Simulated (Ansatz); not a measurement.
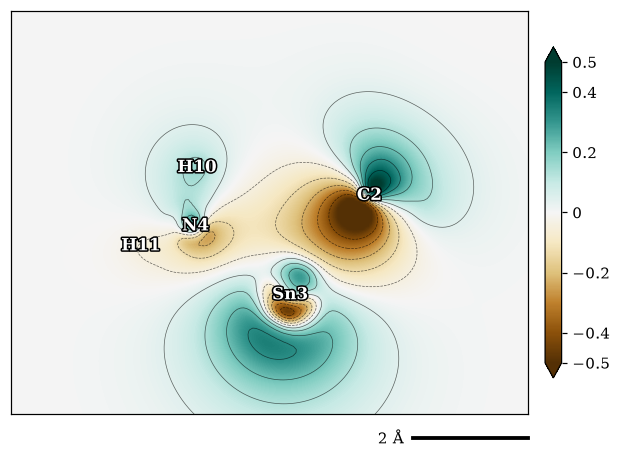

Figure 1: C$_{2}$H$_{7}$NSn (SMILES C[CH2][Sn][NH2]). The HOMO on the plane of atoms Sn3, N4 and H10 (values in Å⁻³ᐟ²; the overall sign is arbitrary).

Geometry: PBE0-D4/def2-TZVP; core potentials replace the inner electrons of Sn.

Computed with Ansatz 0.2.0, RKS PBE0-D4/def2-TZVPP.

Input file:

```
crystal:
  periodic: [false, false, false]
  atoms:
    - {symbol: C, position_ang: [-0.949416, 1.034816, 0.391073]}
    - {symbol: C, position_ang: [-0.269621, -0.182384, 1.011083]}
    - {symbol: Sn, position_ang: [1.850796, -0.314654, 0.421223]}
    - {symbol: N, position_ang: [1.391089, -1.015798, -1.411329]}
    - {symbol: H, position_ang: [-0.918471, 1.002152, -0.701950]}
    - {symbol: H, position_ang: [-2.002316, 1.113520, 0.682408]}
    - {symbol: H, position_ang: [-0.468316, 1.970425, 0.695309]}
    - {symbol: H, position_ang: [-0.765144, -1.106583, 0.694831]}
    - {symbol: H, position_ang: [-0.333075, -0.142762, 2.102466]}
    - {symbol: H, position_ang: [0.455415, -1.206906, -1.738265]}
    - {symbol: H, position_ang: [2.074558, -1.208826, -2.126251]}
basis:
  gaussian: {orbitals: def2-TZVPP}
hamiltonian: {xc: pbe0, dispersion: d4}
output: {orbitals: {seedname: orbitals}}
```

Launched as:

```sh
ansatz run in.yaml --threads 4 --pin off --events-out ev --progress --plain --max-ram 10444MiB
```

**Where does this orbital lie, and at what energy?**

It lies mainly on Sn3 (about 55 %) and C2 (about 25 %). Its energy is −5.94 eV.
